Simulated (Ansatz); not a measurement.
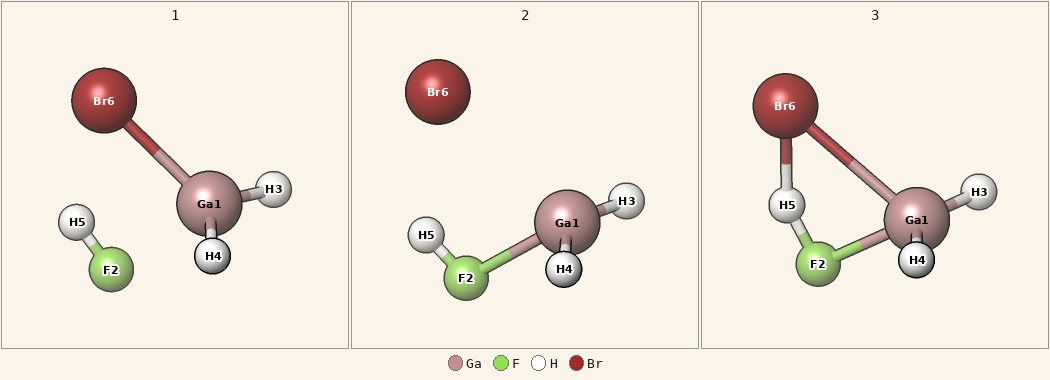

The reacting system BrFGaH3 (fragments FGaH₂ + BrH where the first distance is long, BrGaH₂ + FH where the second is long). Coordinates scanned: (1) distance Ga1–Br6 (bond that forms); (2) distance H5–Br6 (bond that breaks). Relaxed at each point: all other coordinates. Grid: 11 × 11 points. Points are written as (first, second). All energies are given in kJ/mol relative to a guessed transition structure relaxed with its forming and breaking bonds held. The reference is spin-restricted, so regions where a bond is pulled apart into radicals lie too high. Level of theory: RKS PBE0-D4/def2-SVP in Ansatz 0.2.0.

The numbered pictures are structures from this grid.

**Which is the most stable, and how do the others follow?**

1, at (2.379 Å, 2.267 Å): −78 kJ/mol; 3, at (2.809 Å, 1.741 Å): −34 kJ/mol; 2, at (2.970 Å, 2.559 Å): 7 kJ/mol.

The map, with the structures marked:

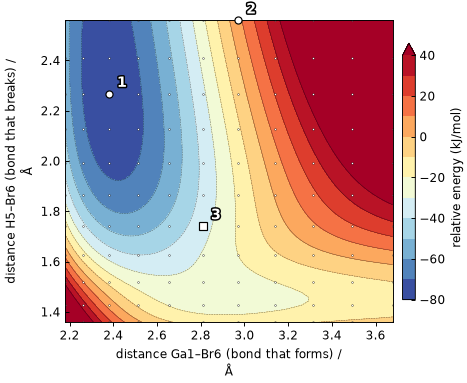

The picture shows filled contours, dots at the grid points, one colour for all values above the top of the scale. Between grid points the surface is interpolated.
